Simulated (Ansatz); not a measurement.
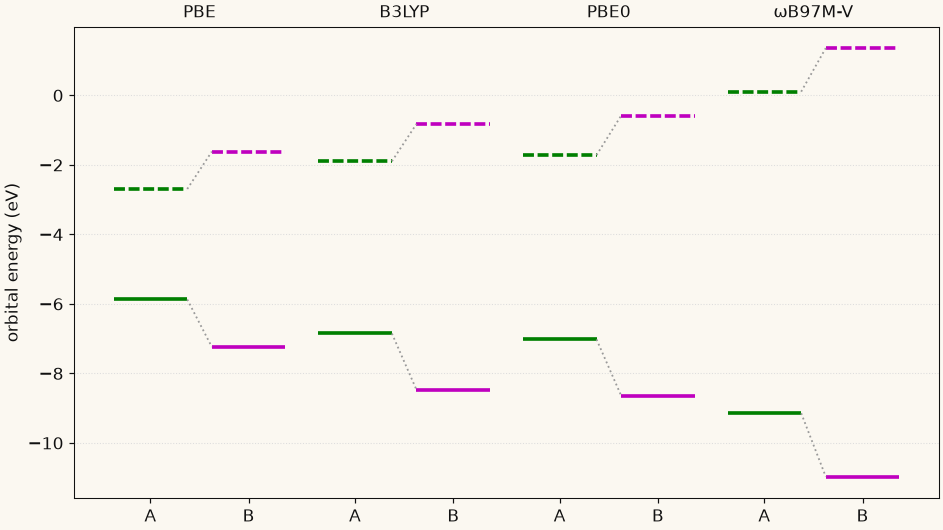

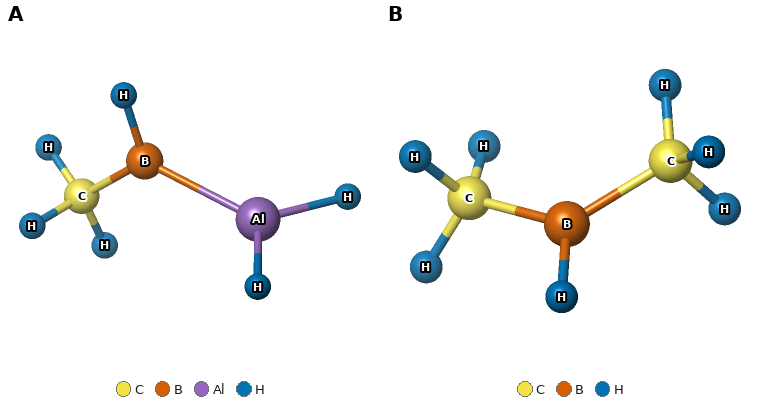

One change: A, CH₆AlB (SMILES C[BH][AlH2]), becomes B, C₂H₇B (SMILES CBC). AlH₂ on B is replaced by CH₃. HOMO (solid) and LUMO (dashed) computed in def2-TZVPP at PBE0-D4/def2-TZVP geometries, both minima by their frequencies, gas phase, the Ansatz code. Empty levels above zero depend strongly on the basis.

What does the change do to HOMO and LUMO?

Answer. PBE: the HOMO falls by 1.37 eV, the LUMO rises by 1.08 eV, and the separation goes from 3.18 to 5.62 eV. B3LYP: the HOMO falls by 1.62 eV, the LUMO rises by 1.07 eV, and the separation goes from 4.95 to 7.65 eV. PBE0: the HOMO falls by 1.62 eV, the LUMO rises by 1.13 eV, and the separation goes from 5.30 to 8.05 eV. ωB97M-V: the HOMO falls by 1.83 eV, the LUMO rises by 1.25 eV, and the separation goes from 9.25 to 12.33 eV.

Do the functionals agree on the effect?

Answer. They agree on the direction for both levels; the HOMO shift lies between −1.83 and −1.37 eV and the LUMO shift between 1.07 and 1.25 eV, while the separations themselves differ by up to 6.7 eV between functionals.
